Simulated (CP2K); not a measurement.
**CH4BN (SMILES BN=C): GFN2-xTB**

Aim: the energy change on altering one bond length of CH4BN at GFN2-xTB, from 2 runs. 

Program for the calculation: CP2K 2026.2.

4 further runs of the same task are left out: 1 that didn't finish, 3 set aside as unsound or not needed.

## (1) The system as given

CH4BN has 7 atoms, charge 0, and is taken as a singlet. As SMILES, `BN=C`. The coordinates come from a GFN2-xTB relaxation.

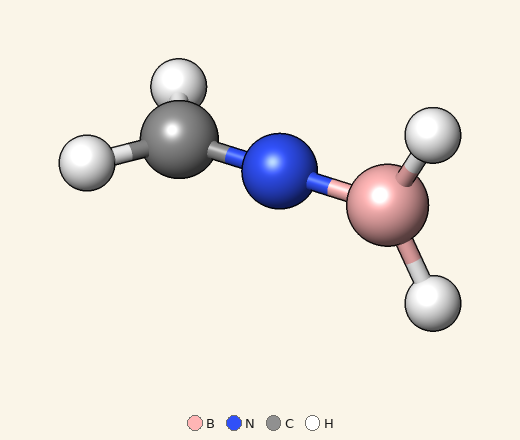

Viewed from a chosen angle; boron pink, nitrogen blue, carbon grey, hydrogen white.

## (2) Energy and forces at GFN2-xTB

The input, job.inp:

```
&FORCE_EVAL
   METHOD QUICKSTEP
   &DFT
      CHARGE 0
      MULTIPLICITY 1
      ! Quickstep
      &QS
         METHOD XTB
         EPS_DEFAULT 1.0E-10
         &XTB
            GFN_TYPE TBLITE
            &TBLITE
               METHOD GFN2
            &END TBLITE
            CHECK_ATOMIC_CHARGES F
         &END XTB
      &END QS
      &POISSON
         PERIODIC NONE
         POISSON_SOLVER ANALYTIC
      &END POISSON
      ! SCF settings
      &SCF
         SCF_GUESS ATOMIC
         EPS_SCF 1.0E-06
         MAX_SCF 150
         ADDED_MOS 8
         &DIAGONALIZATION
            ALGORITHM STANDARD
         &END DIAGONALIZATION
         &MIXING
            METHOD DIRECT_P_MIXING
            ALPHA 0.4
         &END MIXING
      &END SCF
      ! extra output
      &PRINT
         &MOMENTS
            PERIODIC F
            REFERENCE COM
            MAX_MOMENT 1
         &END MOMENTS
         &MO ON
            ENERGIES T
            OCCUPATION_NUMBERS T
            NDIGITS 6
            &EACH
               QS_SCF 0
            &END EACH
            ADD_LAST NUMERIC
         &END MO
         &HIRSHFELD OFF
         &END HIRSHFELD
      &END PRINT
   &END DFT
   ! atoms, cell and kinds
   &SUBSYS
      &CELL
         ABC [angstrom] 15.6 14.4 15
         PERIODIC NONE
      &END CELL
      &COORD
         B      6.471555     7.349540     6.829620
         N      7.573025     6.953070     7.468480
         C      8.597225     6.587850     8.060570
         H      6.009145     6.645740     6.017090
         H      6.008985     8.388040     7.108340
         H      8.551415     6.011960     8.982910
         H      9.591015     6.826450     7.686290
      &END COORD
   &END SUBSYS
   &PRINT
      &FORCES ON
      &END FORCES
   &END PRINT
&END FORCE_EVAL

&GLOBAL
   PROJECT job
   RUN_TYPE ENERGY_FORCE
   PRINT_LEVEL MEDIUM
&END GLOBAL
```

The run is started by

```console
$ OMP_NUM_THREADS=1 cp2k.psmp job.inp > job.out
```

What it wrote:

```text
CP2K| version string:                                       CP2K version 2026.2
[...]
 GLOBAL| Method name                                                        CP2K
[...]
 GLOBAL| Run type                                                   ENERGY_FORCE
[...]
                             - Atoms:                                          7
[...]
                             - Spherical basis functions:                     16
[...]
 Number of electrons:                                                         16
[...]
  *** SCF run converged in    13 steps ***
[...]
  Fermi energy:                                                -0.27611642396449
[...]
 TB_DIPOLE| Moment [Debye]          0.86575368      -0.31014833       0.49999926
 TB_DIPOLE| Derivative [a.u.]       0.00000000       0.00000000       0.00000000
[...]
 ENERGY| Total FORCE_EVAL ( QS ) energy [hartree]             -8.326604253797550
 FORCES| Atomic forces [hartree/bohr]
 FORCES|   Atom     x               y               z               |f|
 FORCES|      1 -3.93185635E-06  1.69267892E-04  1.61668497E-04   2.34102075E-04
 FORCES|      2 -1.54568474E-04 -2.54239429E-05 -1.68811150E-04   2.30293280E-04
 FORCES|      3  1.46975435E-04  3.97160870E-06  5.02602886E-05   1.55382267E-04
 FORCES|      4  3.55909192E-05 -1.26693549E-04 -8.58452859E-05   1.57122188E-04
 FORCES|      5 -8.47956093E-05  5.66259892E-05 -1.34989539E-05   1.02854362E-04
 FORCES|      6 -5.32052064E-05 -7.45413891E-05  1.24640053E-04   1.54668535E-04
 FORCES|      7  1.13934792E-04 -3.20660864E-06 -6.84134490E-05   1.32935395E-04
 FORCES| Sum    -5.07271091E-17 -7.28431394E-17 -1.73607873E-17
 FORCES| Total atomic force                                       9.04475511E-17
[...]
```

It took 0.4 s on 1 thread of Arm Neoverse N1, shared host; peak memory 0.14 GiB.

## (3) The distorted shape at the same level

The input, job.inp:

```
&GLOBAL
    PROJECT job
    RUN_TYPE ENERGY_FORCE
    PRINT_LEVEL MEDIUM
&END

&FORCE_EVAL
    METHOD QS
    &DFT
        &QS
            METHOD XTB
            EPS_DEFAULT 1.0E-10
            &XTB
                GFN_TYPE TBLITE
                &TBLITE
                    METHOD GFN2
                &END
                CHECK_ATOMIC_CHARGES F
            &END
        &END
        &POISSON
            PERIODIC NONE
            POISSON_SOLVER ANALYTIC
        &END
        &SCF
            SCF_GUESS ATOMIC
            EPS_SCF 1.0E-06
            MAX_SCF 150
            ADDED_MOS 8
            &DIAGONALIZATION
                ALGORITHM STANDARD
            &END
            &MIXING
                METHOD DIRECT_P_MIXING
                ALPHA 0.4
            &END
        &END
        &PRINT
            &MOMENTS
                PERIODIC F
                REFERENCE COM
                MAX_MOMENT 1
            &END
            &MO ON
                ENERGIES T
                OCCUPATION_NUMBERS T
                NDIGITS 6
                &EACH
                    QS_SCF 0
                &END
                ADD_LAST NUMERIC
            &END
            &HIRSHFELD OFF
            &END
        &END
    &END
    &SUBSYS
        &CELL
            ABC 16.2 14.4 15
            PERIODIC NONE
        &END
        &COORD
            B      6.473397     7.349540     6.829620
            N      7.574867     6.953070     7.468480
            C      8.599067     6.587850     8.060570
            H      6.010987     6.645740     6.017090
            H      6.010827     8.388040     7.108340
            H      8.553257     6.011960     8.982910
            H     10.189173     6.969620     7.461706
        &END
    &END
    &PRINT
        &FORCES ON
        &END
    &END
&END
```

The run is started by

```console
$ OMP_NUM_THREADS=1 cp2k.psmp job.inp > job.out
```

What it wrote:

```text
CP2K| version string:                                       CP2K version 2026.2
[...]
 GLOBAL| Method name                                                        CP2K
[...]
 GLOBAL| Run type                                                   ENERGY_FORCE
[...]
                             - Atoms:                                          7
[...]
                             - Spherical basis functions:                     16
[...]
 Number of electrons:                                                         16
[...]
  *** SCF run converged in    15 steps ***
[...]
  Fermi energy:                                                -0.29002016052355
[...]
 TB_DIPOLE| Moment [Debye]         -0.50729199      -0.39127261       0.62047248
 TB_DIPOLE| Derivative [a.u.]       0.00000000       0.00000000       0.00000000
[...]
 ENERGY| Total FORCE_EVAL ( QS ) energy [hartree]             -8.250272876592959
 FORCES| Atomic forces [hartree/bohr]
 FORCES|   Atom     x               y               z               |f|
 FORCES|      1 -8.41010701E-03  5.26646228E-03 -7.98889713E-03   1.27392308E-02
 FORCES|      2  4.86682358E-02 -1.29160988E-02  2.07616056E-02   5.44652830E-02
 FORCES|      3  1.16493434E-02  1.86720140E-02 -2.97520750E-02   3.70072598E-02
 FORCES|      4 -3.23872722E-04 -2.76813794E-04  3.66687052E-04   5.62119925E-04
 FORCES|      5 -4.52846630E-04 -2.83325567E-04  3.04030035E-04   6.14636241E-04
 FORCES|      6  1.23714213E-02  4.69499291E-03 -7.43010312E-03   1.51756863E-02
 FORCES|      7 -6.35021741E-02 -1.51572311E-02  2.37387526E-02   6.94679505E-02
 FORCES| Sum     5.55111512E-17 -1.16226473E-16  5.89805982E-17
 FORCES| Total atomic force                                       1.41664363E-16
[...]
```

Run time: 0.4 s. Hardware: 1 thread of Arm Neoverse N1, shared host; peak memory 0.14 GiB.

## (4) What came out

At GFN2-xTB:

```
                                                         quantity        value
                                        first shape: total energy  -8.32660 Eh
           first shape: dipole moment (from atomic charges alone)       1.05 D
                                         first shape: HOMO energy    -10.55 eV
                                         first shape: LUMO energy     -6.62 eV
                                       first shape: HOMO–LUMO gap      3.93 eV
                            first shape: largest force on an atom   0.012 eV/Å
                                    distorted shape: total energy  -8.25027 Eh
       distorted shape: dipole moment (from atomic charges alone)       0.89 D
                                     distorted shape: HOMO energy    -10.62 eV
                                     distorted shape: LUMO energy     -7.00 eV
                                   distorted shape: HOMO–LUMO gap      3.63 eV
                        distorted shape: largest force on an atom   3.572 eV/Å
energy change with the C3–H7 bond stretched from 1.088 to 1.742 Å     2.077 eV
```

**Reading.** With the C3–H7 bond stretched from 1.088 to 1.742 Å the energy rises by 2.08 eV (48 kcal/mol). The dipole (first shape) comes from point charges on the atoms alone, without atomic dipoles, so it is partial. The dipole (distorted shape) comes from point charges on the atoms alone, without atomic dipoles, so it is partial.
